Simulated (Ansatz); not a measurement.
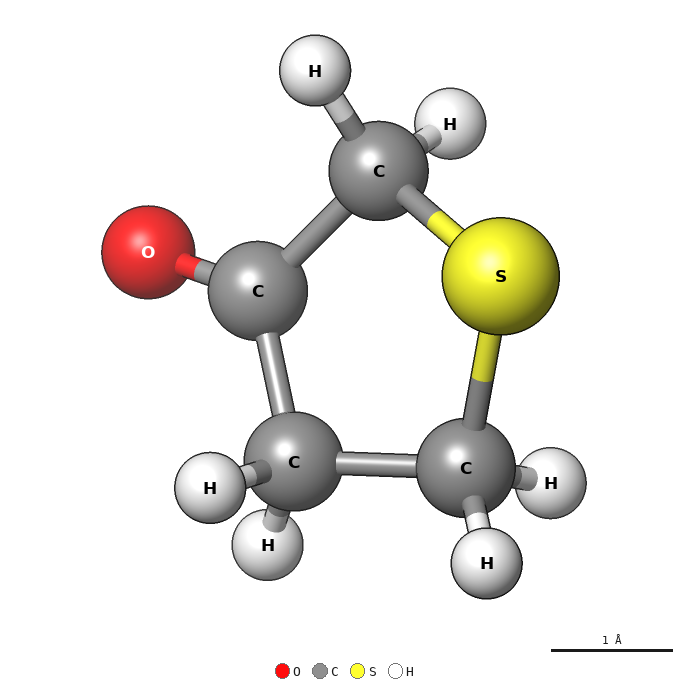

Every bond is drawn as one stick, whatever its order.

Description:

Formula C₄H₆OS. Its SMILES string is `O=C1CCSC1`. Independent rings (smallest set): 1 of 5 members. Among its groups: ketone, thioether. The point group is C1. Coordination: 1 C trigonal planar; 3 C tetrahedral; 1 S bent.

More results for the same structure follow; atom numbers are the same in all pictures, views and colours differ. The computed structure is the end point of a PBE0-D4/def2-TZVP optimisation.

## Electronic properties

Level of theory: RKS revPBE-D4/def2-TZVPP (Ansatz 0.2.0).

What does the calculation give?

- HOMO energy (Kohn–Sham orbital): −5.34 eV
- LUMO energy (Kohn–Sham orbital): −1.90 eV
- HOMO–LUMO gap: 3.44 eV
- dispersion correction: −95.9 kJ/mol

## Dipole moment

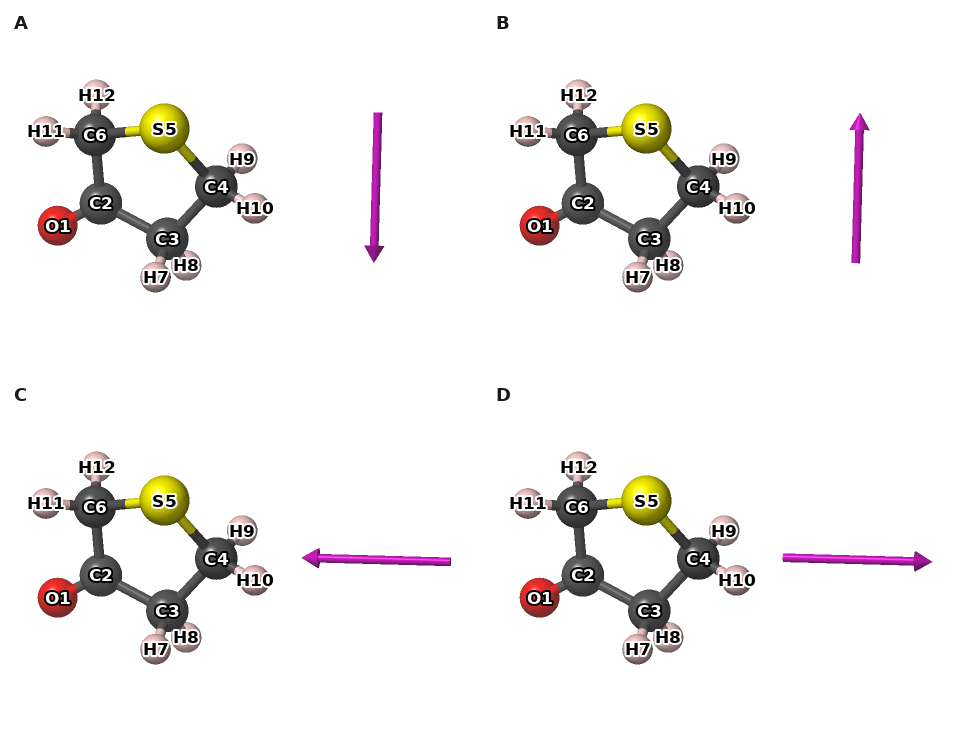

The same molecule four times, each with an arrow. Properties computed with RKS PBE-D4/def2-TZVPP (Ansatz 0.2.0).

Question: Which arrow points along the dipole moment, from the negative to the positive end?

Answer: D. The dipole moment is 1.78 D; it points from the side of O1, H11 to the side of H10 (the outermost atoms at the two ends).

## Charges

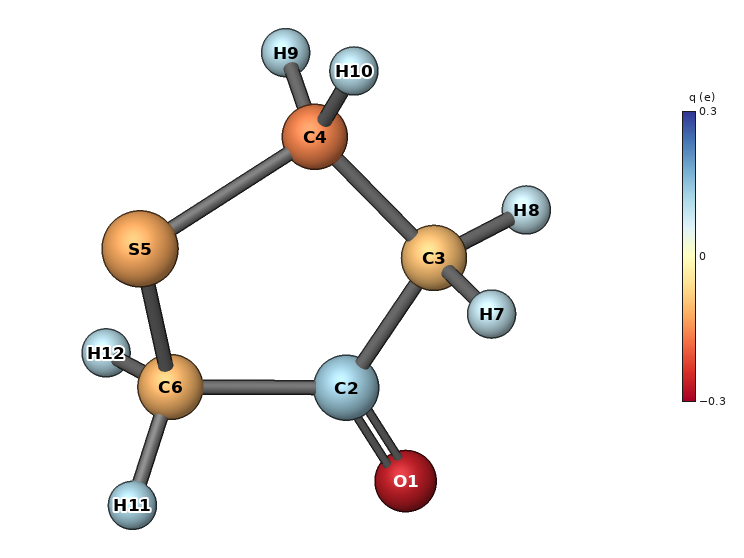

Atoms are coloured by their Mulliken charges. Method: RKS B3LYP-D4/def2-TZVPP (Ansatz 0.2.0).

Question: Which atom carries the highest charge (most positive or least negative)?

Answer: C2 (0.13 e).

Question: And the lowest?

Answer: O1 (−0.26 e).

Give the Mulliken charges atom by atom.

```csv
atom,value (e)
O1,−0.26
C2,0.13
C3,−0.09
C4,−0.15
S5,−0.12
C6,−0.11
H7,0.09
H8,0.09
H9,0.10
H10,0.11
H11,0.12
H12,0.10
```

Mulliken values depend strongly on the basis set and can even reverse the polarity of a bond.
